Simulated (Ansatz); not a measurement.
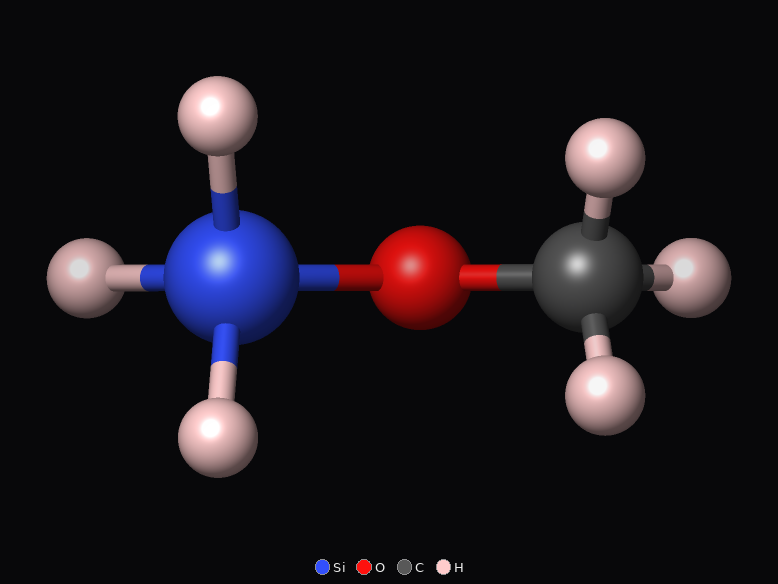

Rendered structure (ball-and-stick style).

What does the picture show?

The molecule is CH₆OSi. The point group is Cs. Coordination: 1 Si tetrahedral; 1 O bent; 1 C tetrahedral.

More results for the same structure follow; atom numbers are the same in all pictures, views and colours differ. The geometry was computed by an optimisation with PBE0-D4/def2-TZVP.

Shape

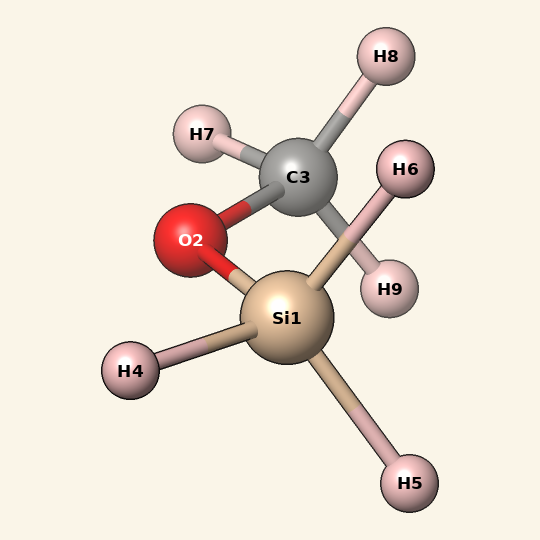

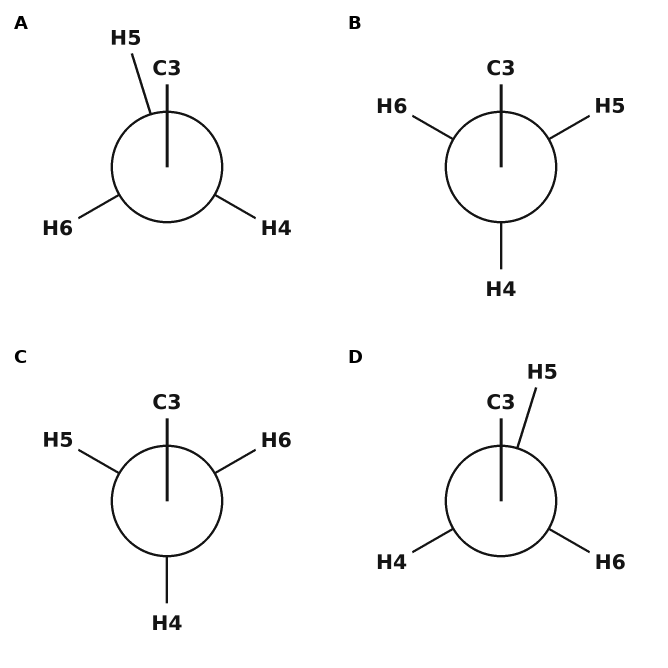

Depth is shown by fading: the farther an atom, the more it takes the colour of the background. Bonds that would overlap in a projection are set slightly apart.

> Which Newman projection shows the view along O2–Si1, with O2 in front?

C. The torsion angle C3–O2–Si1–H4 is 180°, antiperiplanar (anti).

Vibrations

Harmonic vibrations computed with RKS PBE0-D4/def2-TZVP (Ansatz 0.2.0) at a stationary point of the same level.

> How many vibrational modes are there, and where do they lie?

21 modes: 96, 130, 215, 715, 723, 787, 940, 955, 978, 1154, 1182, 1216, 1482, 1495, 1497, 2202, 2207, 2260, 3011, 3071, 3123 cm⁻¹.

Electronic properties

Method: RKS r2SCAN-D4/def2-TZVPP (Ansatz 0.2.0).

> Estimate the dispersion correction.

−3.0 kJ/mol.

Charges

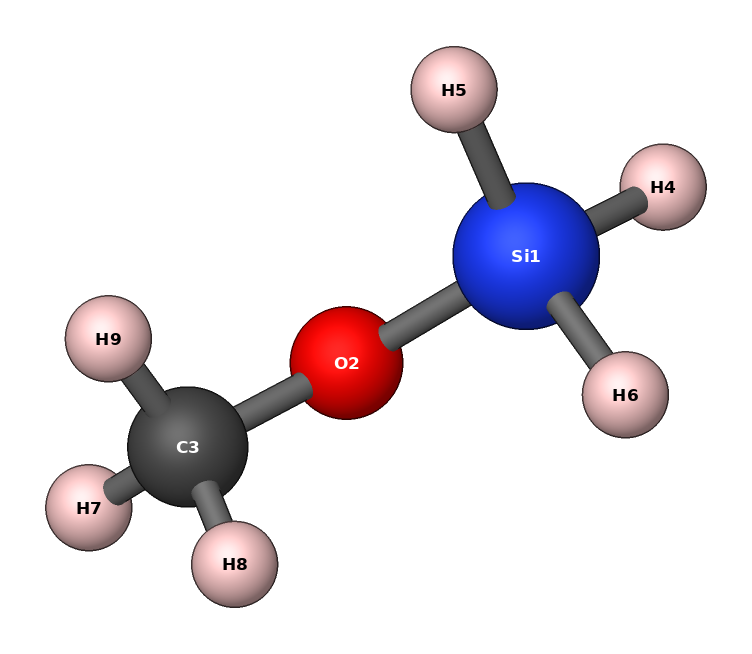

The questions are on Mulliken charges. Method: RKS PBE0-D4/def2-TZVP (Ansatz 0.2.0).

> Which atom carries the highest charge (most positive or least negative)?

Si1 (0.30 e).

> And the lowest?

O2 (−0.35 e).

List the Mulliken charges.

```
atom  value (e)
 Si1       0.30
  O2      −0.35
  C3      −0.21
  H4      −0.03
  H5      −0.04
  H6      −0.04
  H7       0.13
  H8       0.12
  H9       0.12
```

Mulliken values depend strongly on the basis set and can even reverse the polarity of a bond.
